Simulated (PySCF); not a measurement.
H3HfO3 (charge +1)

| atom | x (Å) | y (Å) | z (Å) |
| --- | --- | --- | --- |
| Hf | 0.0000 | 0.0000 | -0.5692 |
| O | 1.7815 | 0.0000 | 0.0148 |
| H | 2.6044 | 0.0000 | 0.5143 |
| O | -0.8908 | 1.5429 | 0.0148 |
| H | -1.3022 | 2.2554 | 0.5143 |
| O | -0.8908 | -1.5429 | 0.0148 |
| H | -1.3022 | -2.2554 | 0.5143 |

Core potentials replace the inner electrons of Hf.

Computed with RKS PBE0, Hf def2-SVP with ECP60, O def2-SVP, H def2-SVP; non-relativistic Hamiltonian with scalar-relativistic core potentials where named; density fitting in PySCF 2.14.0.

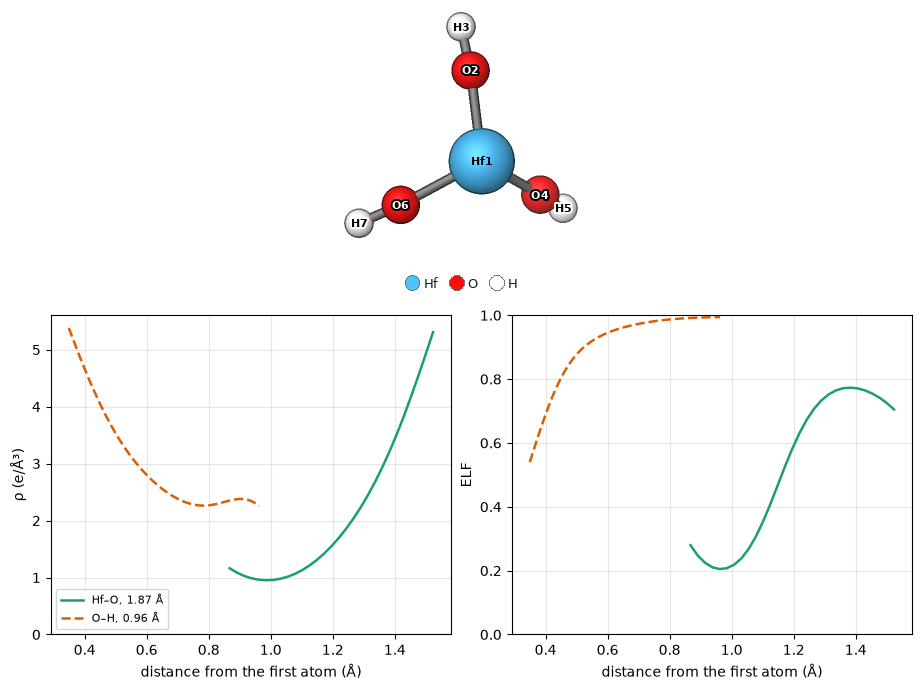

Figure 1. Electron density and electron localisation function along straight lines between neighbouring atoms. The curves leave out the atomic cores. The structure is drawn too.

Compare the contacts.

Answer. Hf–O (1.87 Å): the density is about 0.99 e/Å³ at the midpoint; the ELF peaks at about 0.75 in the valence shell of O, 0.5 Å from its nucleus, and drops to about 0.20 between the two atoms.
O–H (0.96 Å): ρ is about 3.7 e/Å³ halfway; the ELF climbs to about 1 towards the hydrogen, as it does in any bond to H (a covalent bond by its length).

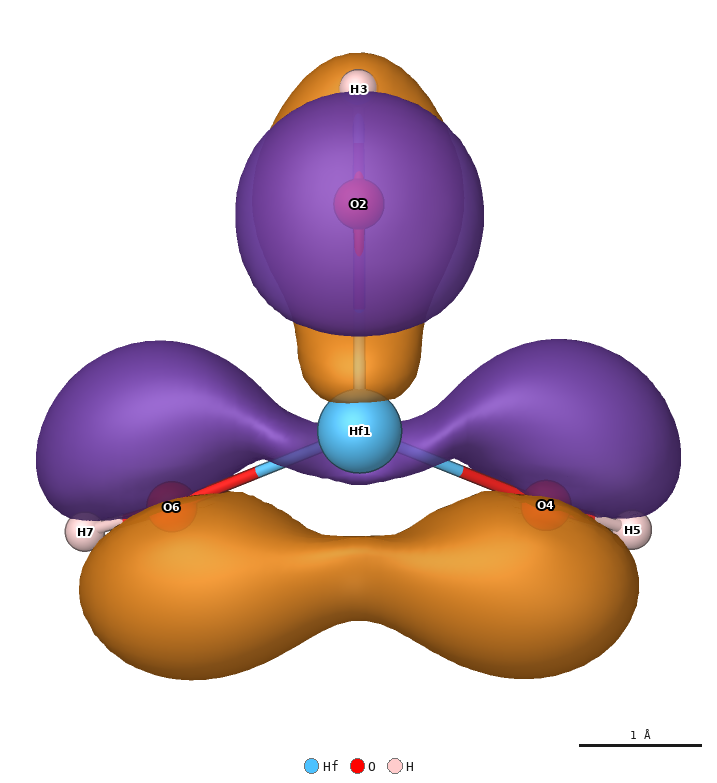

Figure 2. The HOMO−1 at ±0.08 Å⁻³ᐟ² (orange and purple are the two phases), seen at a tilt.

What is the character of this orbital?

Answer. By Hirshfeld shares it lies mainly on O2 (about 25 %), O4 (about 25 %), O6 (about 25 %) and Hf1 (about 10 %); largely a combination of lone pairs on O2, O4 and O6. It is one of a degenerate set, so its orientation is arbitrary. Its energy is −14.69 eV.
